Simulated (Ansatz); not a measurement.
# Run report: WH6ClF, geometry relaxation (part 2 of 2)

The same run, continued: WH6ClF; RHF/def2-SVP (Ansatz 0.2.0). The input holds or restrains some coordinates. Forces given for the steps count only the free coordinates. It belongs to a series of runs on one base structure; here: pulled along the bonds that form and break, towards end B.

Geometry of the input (Å):
```
W  0.0000  0.0000  0.0000
H  0.0000  0.0000  2.0700
H  1.7200  0.0000  0.0000
H  0.0000  1.7200  0.0000
Cl -2.3900  0.0000  0.0000
H  0.0000  -1.7200  0.0000
H  0.0000  0.0000  -1.7200
F  -1.5327  1.3467  0.6779
H  -0.8082  0.7101  1.8790
```

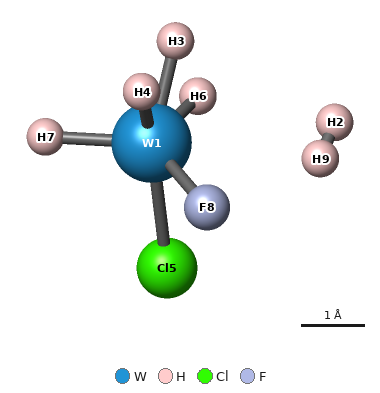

Figure 1. The geometry at step 9 of the log (ball-and-stick view, seen at a tilt; atoms are numbered from 1 in the order of the input).

**Trajectory as extended XYZ (Å, eV, eV/Å), 17 frames, from step=1 to step=17**
```
9
Properties=species:S:1:pos:R:3:forces:R:3 step=1 energy=-17090.44215
W     0.0000    0.0000    0.0000    4.2665   0.5853  -1.0933
H     0.0000    0.0000    2.0700   -2.7847   2.8690   0.0022
H     1.7200    0.0000    0.0000   -0.2763  -0.2235   0.1825
H     0.0000    1.7200    0.0000    2.3412   2.1551  -0.6184
Cl   -2.3900    0.0000    0.0000   -3.9657  -0.0170   0.2463
H     0.0000   -1.7200    0.0000   -0.2131  -1.7907   0.0197
H     0.0000    0.0000   -1.7200    0.2235  -0.1283   0.1056
F    -1.5327    1.3467    0.6779   -4.0152   0.4377  -0.8974
H    -0.8082    0.7101    1.8790    4.4238  -3.8876   2.0527
9
Properties=species:S:1:pos:R:3:forces:R:3 step=2 energy=-17092.21568
W    -0.0175    0.0516   -0.1421    3.1710  -0.5755   0.2339
H    -0.0693    0.0657    2.2373   -1.9258   1.7698  -0.7085
H     1.7157   -0.0019    0.0007   -0.5458  -0.3217   0.1162
H     0.0253    1.7461   -0.0087    2.5744   2.1011  -0.0461
Cl   -2.4365   -0.0088   -0.0035   -3.2701  -0.6624   0.2264
H    -0.0024   -1.7338   -0.0011    0.2122  -0.5633   0.5492
H     0.0023   -0.0009   -1.7312    0.0718   0.0312  -2.0662
F    -1.5465    1.3397    0.5807   -2.9453   0.4355  -0.1309
H    -0.6819    0.5992    1.9747    2.6575  -2.2148   1.8260
9
Properties=species:S:1:pos:R:3:forces:R:3 step=3 energy=-17092.98256
W    -0.0508    0.1044   -0.2955    2.6981  -1.4662   1.8202
H    -0.1277    0.0971    2.3914    1.7350  -1.6417   0.8925
H     1.6898   -0.0151    0.0027   -1.0219  -0.0620  -0.0556
H     0.1095    1.7996    0.0040    2.1596   0.7964   0.3706
Cl   -2.5117   -0.0424    0.0044   -2.6430  -1.6944  -0.0924
H     0.0158   -1.7223    0.0314    0.3236   0.8455   0.3713
H     0.0003    0.0044   -1.8350   -0.0624  -0.0568  -3.2785
F    -1.5376    1.2920    0.4641   -1.7581   1.8201   0.4266
H    -0.5985    0.5391    2.1395   -1.4310   1.4591  -0.4548
9
Properties=species:S:1:pos:R:3:forces:R:3 step=4 energy=-17093.92233
W    -0.0697    0.1147   -0.3388    0.6690  -1.2106  -1.4978
H    -0.1514    0.1139    2.5451    1.1173  -1.0713   0.8554
H     1.5942   -0.0162   -0.0045   -0.2886  -0.0363   0.3159
H     0.2905    1.8038    0.0755    1.1654  -0.8897   0.5675
Cl   -2.6119   -0.1156    0.0297   -2.3413  -3.8566  -0.7175
H     0.0581   -1.6081    0.0702    0.5471   0.7495   0.4279
H    -0.0218    0.0119   -2.0015   -0.2239   0.1231  -0.4870
F    -1.5204    1.2272    0.3718    0.2771   5.2098   1.0702
H    -0.5785    0.5251    2.1592   -0.9222   0.9820  -0.5347
9
Properties=species:S:1:pos:R:3:forces:R:3 step=5 energy=-17097.56398
W    -0.1294    0.1360   -0.3820   -4.9993   1.3820   0.8255
H    -0.1571    0.1183    2.5814    1.0000  -0.9093   0.7492
H     1.5420   -0.0186    0.0079   -0.6317  -0.1155   0.1979
H     0.4010    1.7629    0.1184    1.2567  -2.2994  -0.3673
Cl   -2.7070   -0.2844    0.0094   -0.5978  -5.6118  -1.7743
H     0.0939   -1.5463    0.0999    0.3812   1.5529   0.4300
H    -0.0400    0.0205   -2.0588    0.0529   0.3152  -0.1227
F    -1.4416    1.3436    0.3626    4.4267   4.8372   0.5864
H    -0.5727    0.5247    2.1683   -0.8888   0.8487  -0.5248
9
Properties=species:S:1:pos:R:3:forces:R:3 step=6 energy=-17099.56813
W    -0.2413    0.1702   -0.3771   -0.6617  -0.0476   0.2575
H    -0.1581    0.1214    2.5991    0.8669  -0.8191   0.6560
H     1.4839   -0.0223    0.0090   -1.5135  -0.0800  -0.0678
H     0.4889    1.7053    0.1179    1.0872  -2.2309  -0.9625
Cl   -2.7526   -0.4685   -0.0392    1.7555  -1.5457  -0.9151
H     0.1112   -1.4812    0.1215   -0.1439   1.5166   0.3139
H    -0.0434    0.0330   -2.0812   -0.2118   0.4756   0.4210
F    -1.3283    1.4740    0.3813   -0.3906   1.9800   0.6873
H    -0.5712    0.5248    2.1756   -0.7881   0.7511  -0.3902
9
Properties=species:S:1:pos:R:3:forces:R:3 step=7 energy=-17100.36822
W    -0.2428    0.1795   -0.3722   -1.4539  -0.3715   0.0187
H    -0.1874    0.0676    2.5832    0.7110  -0.6800   0.4332
H     1.4343   -0.0429    0.0381   -1.0377   0.0807   0.0081
H     0.5455    1.6612   -0.0681    1.2692  -1.3724  -0.7505
Cl   -2.6988   -0.5145   -0.0853    1.6485  -1.0938  -0.8196
H     0.1582   -1.4091    0.1901   -0.1502   1.1380   0.2213
H    -0.1174    0.1000   -2.0703   -0.0764   0.2980   0.1716
F    -1.2630    1.4939    0.4430   -0.3138   1.4208   0.8413
H    -0.6395    0.5212    2.2483   -0.5968   0.5802  -0.1241
9
Properties=species:S:1:pos:R:3:forces:R:3 step=8 energy=-17101.32923
W    -0.3110    0.1936   -0.3674   -0.9597  -0.5300   0.7503
H    -0.1696    0.0359    2.5489    0.4298  -0.4494   0.2478
H     1.3362   -0.0287    0.0690   -0.7003   0.1526  -0.0069
H     0.6231    1.5547   -0.2112    1.0821  -0.3058  -0.7939
Cl   -2.6121   -0.6186   -0.1901    0.8960  -0.4799  -0.5825
H     0.1454   -1.3267    0.2569   -0.2721   0.7365   0.0664
H    -0.1543    0.1552   -2.0463   -0.0407   0.2307  -0.1782
F    -1.2153    1.5596    0.5346   -0.1298   0.3382   0.3841
H    -0.6534    0.5318    2.3125   -0.3053   0.3071   0.1129
9
Properties=species:S:1:pos:R:3:forces:R:3 step=9 energy=-17101.83357
W    -0.3464    0.2073   -0.3495   -0.8463   0.2128   0.2746
H    -0.1651    0.0186    2.5781    0.5588  -0.5958   0.3268
H     1.2480    0.0027    0.1004    0.0907   0.0949   0.2134
H     0.7254    1.4968   -0.3654    0.5244  -0.1922  -0.8853
Cl   -2.5604   -0.7048   -0.2787    0.2316  -0.3456  -0.5461
H     0.1075   -1.2528    0.3140   -0.1194   0.1282   0.1190
H    -0.1898    0.2042   -2.0426   -0.0333   0.1255   0.1420
F    -1.1781    1.5734    0.5913    0.0438   0.1273   0.2726
H    -0.6520    0.5114    2.3593   -0.4501   0.4449   0.0830
9
Properties=species:S:1:pos:R:3:forces:R:3 step=10 energy=-17102.16840
W    -0.3904    0.2206   -0.3113    0.2866   0.8644   0.3607
H    -0.1646   -0.0011    2.5810    0.8999  -1.0136   0.4336
H     1.2151    0.0381    0.1384    0.0406   0.1483   0.1432
H     0.7608    1.4596   -0.5537   -0.0189  -0.5449  -0.6966
Cl   -2.5279   -0.7550   -0.3738   -0.2803  -0.3904  -0.5867
H     0.0737   -1.2364    0.3336   -0.0501   0.0012   0.1813
H    -0.1906    0.2311   -1.9910   -0.1789   0.0941   0.0974
F    -1.1468    1.5941    0.6677    0.0953   0.0139   0.0550
H    -0.6403    0.5058    2.4161   -0.7941   0.8269   0.0123
9
Properties=species:S:1:pos:R:3:forces:R:3 step=11 energy=-17102.47545
W    -0.4197    0.2386   -0.2669    0.7044   1.2877  -0.0402
H    -0.1436   -0.0234    2.6192    0.8723  -1.0948   0.4294
H     1.1798    0.1056    0.2315    0.0582   0.0331  -0.0249
H     0.7766    1.3844   -0.7220   -0.2966  -0.7375  -0.3185
Cl   -2.4978   -0.8083   -0.5622   -0.2171  -0.2768  -0.3560
H     0.0548   -1.2197    0.3647   -0.0599  -0.0512   0.1961
H    -0.2762    0.2395   -1.9513   -0.1525   0.0929   0.2472
F    -1.0881    1.6368    0.7344   -0.1066  -0.1558  -0.1658
H    -0.5968    0.5033    2.4594   -0.8021   0.9024   0.0327
9
Properties=species:S:1:pos:R:3:forces:R:3 step=12 energy=-17102.64553
W    -0.4141    0.2702   -0.2385    0.7581   0.7536  -0.1158
H    -0.2773   -0.0726    2.6601    0.7234  -1.1484   0.3550
H     1.2320    0.1214    0.0942   -0.0706  -0.0864  -0.0509
H     0.7652    1.2810   -0.8928   -0.2265  -0.3609  -0.0952
Cl   -2.4432   -0.9038   -0.6161    0.1361   0.0477  -0.1578
H     0.0893   -1.1579    0.4356   -0.0923  -0.0648   0.0851
H    -0.3426    0.3220   -1.9144   -0.2479  -0.0733   0.1259
F    -0.9381    1.6876    0.8112   -0.3184   0.0265  -0.2666
H    -0.6821    0.5089    2.5677   -0.6618   0.9061   0.1201
9
Properties=species:S:1:pos:R:3:forces:R:3 step=13 energy=-17102.71669 accepted=F
W    -0.3509    0.3357   -0.1977   -0.2374   0.4527  -0.9321
H    -0.4263   -0.1867    2.6953   -0.1535   0.6377   0.0938
H     1.3014    0.1167    0.0609   -0.1665  -0.1854   0.0910
H     0.8039    1.2377   -1.0395   -0.2956  -0.3455   0.1216
Cl   -2.3144   -0.9192   -0.7180    0.1500  -0.0252   0.3135
H     0.0676   -1.1044    0.5148    0.1318   0.0542  -0.0764
H    -0.5295    0.2999   -1.8795    0.3494   0.3600   0.5623
F    -0.9497    1.7280    0.8578    0.0268  -0.1046  -0.5498
H    -0.6131    0.5491    2.6129    0.1951  -0.8439   0.3761
9
Properties=species:S:1:pos:R:3:forces:R:3 step=14 energy=-17102.72664
W    -0.3858    0.2996   -0.2286    0.1433   0.5509   0.0700
H    -0.2947   -0.0913    2.6677    0.7048  -1.2346   0.3621
H     1.2500    0.1185    0.1181   -0.0413  -0.1248   0.0472
H     0.8032    1.2208   -0.9568   -0.0606  -0.1275  -0.1439
Cl   -2.3906   -0.9071   -0.6440    0.1174  -0.0211  -0.0817
H     0.0715   -1.1401    0.4563   -0.0163  -0.0316  -0.0314
H    -0.4177    0.3567   -1.8985   -0.1167  -0.0057   0.1085
F    -0.9851    1.6875    0.8216   -0.0903  -0.0143  -0.4403
H    -0.6618    0.5121    2.5710   -0.6403   1.0087   0.1094
9
Properties=species:S:1:pos:R:3:forces:R:3 step=15 energy=-17102.77403
W    -0.3660    0.3317   -0.2171    0.0550   0.3561  -0.0258
H    -0.3152   -0.1003    2.6774    0.6322  -1.2142   0.3460
H     1.2467    0.0652    0.1757   -0.0516   0.0555  -0.0418
H     0.8088    1.1792   -1.0476    0.0489  -0.1144  -0.0173
Cl   -2.3298   -0.9331   -0.6685    0.0745  -0.0489   0.0034
H     0.0798   -1.1192    0.4499   -0.1076  -0.0305  -0.0423
H    -0.4828    0.4093   -1.8778   -0.0628   0.0369   0.1469
F    -0.9969    1.7041    0.8360   -0.0201  -0.0309  -0.4788
H    -0.6554    0.5198    2.5788   -0.5684   0.9903   0.1097
9
Properties=species:S:1:pos:R:3:forces:R:3 step=16 energy=-17102.78796
W    -0.3400    0.3744   -0.2025   -0.3147  -0.0019  -0.2992
H    -0.3444   -0.1120    2.6853    0.4928  -1.1673   0.3237
H     1.2531    0.0716    0.2307   -0.0938   0.0417   0.0174
H     0.8782    1.0815   -1.1260   -0.1542  -0.1338   0.1281
Cl   -2.2309   -1.0012   -0.6799    0.0025   0.0666   0.0236
H     0.0128   -1.1243    0.4178    0.1735   0.2080   0.0051
H    -0.5881    0.5043   -1.8415    0.1427   0.0990   0.1690
F    -1.0291    1.7235    0.8470    0.1785  -0.0608  -0.4827
H    -0.6225    0.5390    2.5760   -0.4272   0.9486   0.1149
9
Properties=species:S:1:pos:R:3:forces:R:3 step=17 energy=-17102.79600
W    -0.3333    0.3775   -0.2166   -0.0314   0.1721  -0.0628
H    -0.4665   -0.1703    2.6571    0.4772  -1.4308   0.3173
H     1.2539    0.2081    0.2749    0.0191  -0.0683  -0.0352
H     0.8950    0.9559   -1.2073   -0.1004  -0.0053   0.1058
Cl   -2.2473   -0.9948   -0.5542    0.0069  -0.0207   0.0438
H     0.1354   -1.1068    0.3582    0.0005   0.0461   0.0237
H    -0.6365    0.5370   -1.8355    0.0466   0.0618  -0.0129
F    -0.9121    1.7534    0.8588    0.0184   0.0688  -0.4804
H    -0.6996    0.4966    2.5715   -0.4370   1.1763   0.1006
```

**Results in brief**

```tsv
quantity	value
outcome	converged under the restraints of the input
total energy	−17102.7960 eV
mean-field energy	−17102.7960 eV
largest force (length of the vector) at the end, held atoms and coordinates included	1.541 eV/Å
wall time	55 s
peak memory	0.22 GiB
```
